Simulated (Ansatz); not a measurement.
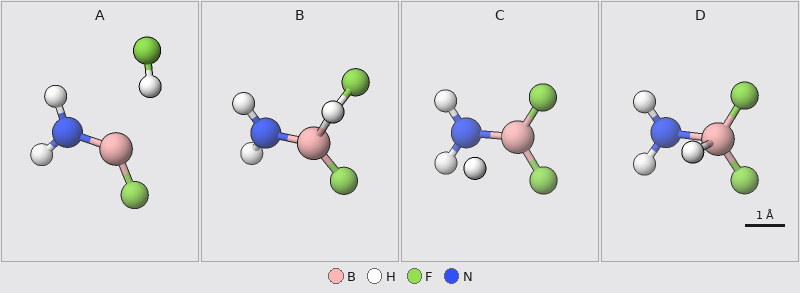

4 geometries from a converged minimum-energy path of BNH3F2 (multiplicity 2), shuffled. The picture is a ball-and-stick view, seen at a tilt.

Method: UKS PBE0-D4/def2-SVP in Ansatz. Settings: 7 movable images; climbing image; force threshold 0.05 eV/Å; iteration limit 60; starting path through a guess of the saddle point.

Which frame is the transition state?

Answer. B. In order along the path, whose images run from 0 to 8: D (image 0, 0.00 eV), C (image 1, −0.02 eV), B (image 4, +1.76 eV), A (image 7, +1.32 eV). Breaking: B–F (1.35 → 2.83 Å), B–H (1.38 → 2.10 Å). Forming: F–H (2.21 → 0.94 Å).

The run took 6.4 min on 2 threads of Intel(R) Xeon(R) Platinum 8259CL CPU @ 2.50GHz (Skylake/Cascade Lake), on a shared host, peak memory 0.2 GiB.
